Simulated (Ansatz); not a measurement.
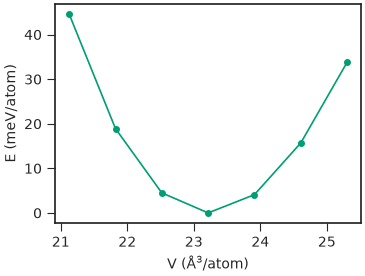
*Sc3In in space group P6_3/mmc (No. 194; Sc on 6h, In on 2c) under volume change, r²SCAN (plane waves, PAW; program Ansatz), shape and atoms relaxed at each volume.*

### Question
What does a third-order Birch–Murnaghan fit give for V₀, B₀ and B′?

### Answer
V₀ = 23.22 Å³/atom, B₀ = 65.8 GPa, B′ = 3.5.

The workflow started from an entry of the Crystallography Open Database (COD). Whether it is the stable phase at ambient conditions was not checked. The r²SCAN relaxation kept the symmetry of its start; whether a distortion lowers the energy is not shown. No spin polarisation was allowed.

Potentials: the later of the program's two PAW sets.
